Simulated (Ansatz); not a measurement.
# HF···GeH4 (SMILES F.[GeH4]): what the fields show

The calculation's input:

```
crystal:
  periodic: [false, false, false]
  atoms:
    - {symbol: F, position_ang: [0.083787, 0.760828, -2.534017]}
    - {symbol: H, position_ang: [0.112281, 0.987169, -1.637157]}
    - {symbol: Ge, position_ang: [-0.041917, -0.372675, 0.840306]}
    - {symbol: H, position_ang: [1.118127, -1.271272, 0.404707]}
    - {symbol: H, position_ang: [-0.005315, -0.134088, 2.352866]}
    - {symbol: H, position_ang: [-1.384542, -0.974663, 0.418485]}
    - {symbol: H, position_ang: [0.117480, 1.004799, 0.154909]}
basis:
  gaussian: {orbitals: "def2-TZVPPD.json"}
hamiltonian: {xc: pbe0, dispersion: d4}
output: {orbitals: {seedname: orbitals}}
```

Run with:

```sh
ansatz run in.yaml --threads 2 --pin off --events-out ev --progress --plain --max-ram 5222MiB
```

Geometry: PBE0-D4/def2-TZVP.

The calculation used Ansatz 0.2.0, RKS PBE0-D4/def2-TZVPPD.

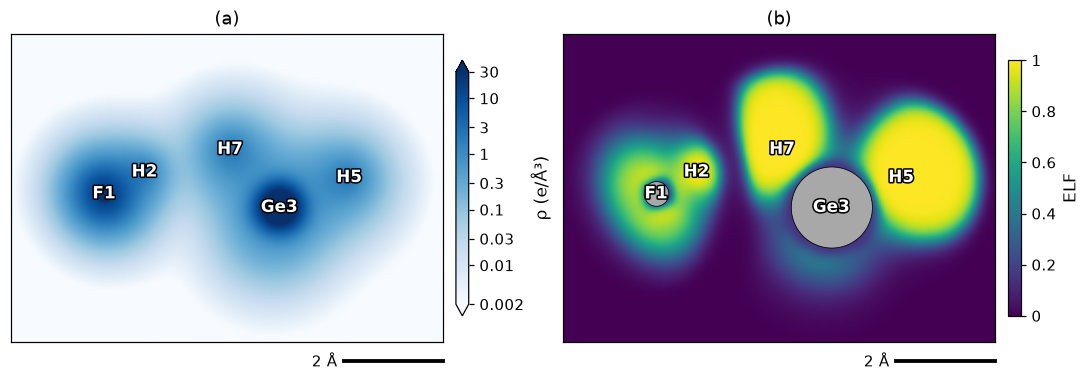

Figure 1. (a) electron density; (b) ELF on the plane of atoms H5, Ge3 and H7. Grey discs cover the atomic cores in the ELF map.

> Describe what can be read from this map.

The section cuts through F, H and Ge sites. H2···H7 (1.79 Å): the density falls to about 0.11 e/Å³ on the way; the ELF dips to about 0.10 between them. F–H (0.93 Å): the density is about 4.8 e/Å³ at the midpoint; the ELF climbs to about 1 towards the hydrogen, as it does in any bond to H: a covalent bond by its length. Ge–H (1.53 Å): the density is about 1.1 e/Å³ at the midpoint; the ELF climbs to about 1 towards the hydrogen. The ELF also peaks beside F1, away from the bonds: lone-pair regions.

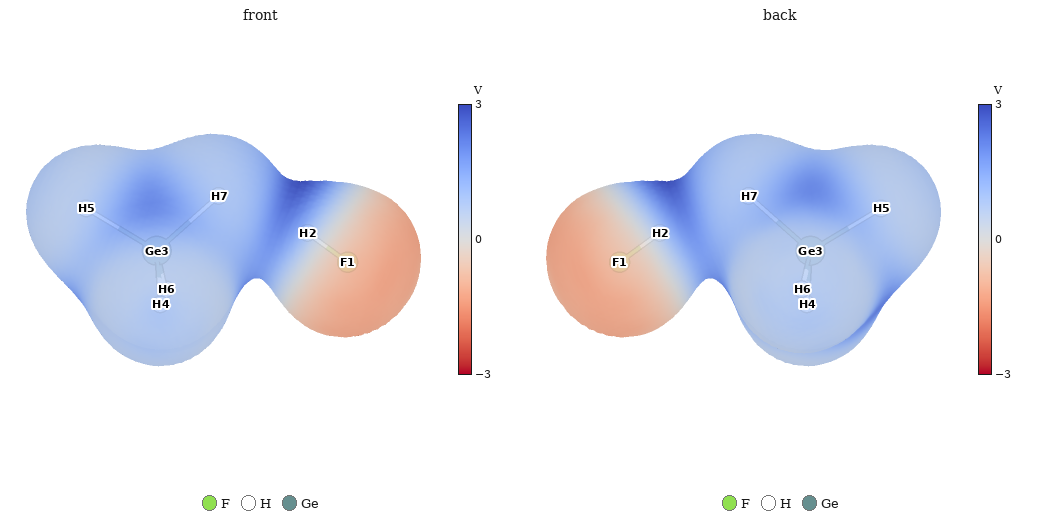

Figure 2. The electrostatic potential painted on the density surface at 0.004 e/bohr³, seen from the front and from behind; red is negative and blue positive.

> Where is the surface potential most negative and most positive?

The most negative region (about −1.2 V) lies over F1, the most positive (about +2.8 V) over H2.
